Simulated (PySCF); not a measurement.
**C$_{3}$H$_{3}$N$_{2}$ (SMILES c1c[n-]cn1) (charge −1): density, localisation and related maps**

```xyz
8

C    -0.8831    0.2881   -0.2986
C    -0.4882   -0.8690   -0.8739
N     0.6318   -1.3760   -0.2523
C     0.8782   -0.4254    0.6596
N     0.0634    0.6499    0.6612
H    -1.6934    0.9099   -0.5462
H    -0.9853   -1.5294   -1.5888
H     1.8527   -0.3138    1.2114
```

Geometry: GFN2-xTB, MD frame at 250 fs, 300 K.

Level of theory: PBE0/def2-SVPD, SCF density, gas phase in PySCF 2.14.0.

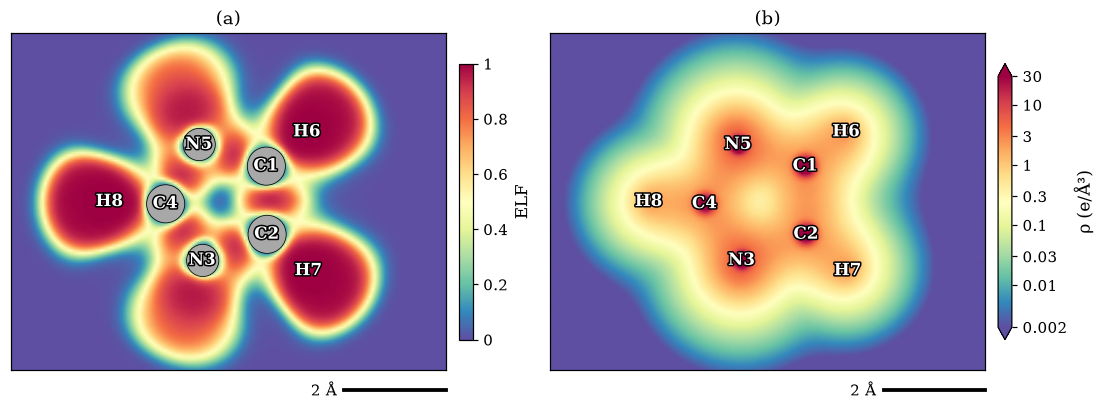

Figure 1. (a) electron localisation function; (b) electron density on the molecular plane. Grey discs cover the atomic cores in the ELF map.

Q: Interpret the plot.

A: The plane passes through C, N and H nuclei. C–N (1.34 Å): ρ is about 2.5 e/Å³ halfway; the ELF peaks at about 0.90 between the atoms: localised, covalent bonding. C–C (1.35 Å): the density is about 2.2 e/Å³ at the midpoint; the ELF peaks at about 0.95 between the atoms: localised, covalent bonding. C–H (1.05 Å): the density is about 2 e/Å³ at the midpoint; the ELF climbs to about 1 towards the hydrogen, as it does in any bond to H (a covalent bond by its length). C–N (1.40 Å): ρ is about 2.2 e/Å³ halfway; the ELF peaks at about 0.90 between the atoms (localised, covalent bonding). The ELF also peaks beside N3 and N5, away from the bonds: lone-pair regions.

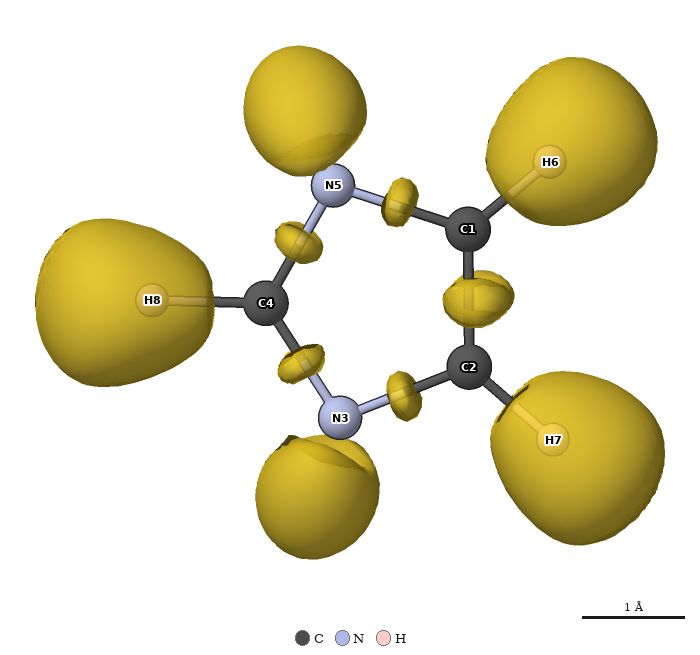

Figure 2. Isosurface of the electron localisation function at 0.85 (yellow), seen across its widest extent. Only the valence region is drawn (cores and ρ < 0.01 e/Å³ removed).

Q: What do the ELF domains correspond to?

A: At this value the surface marks out one region between bonded C–C atoms (shared pairs), four regions between bonded C–N atoms (shared pairs), three regions around hydrogen nuclei and two lobes on N, pointing away from the bonds (lone pairs).
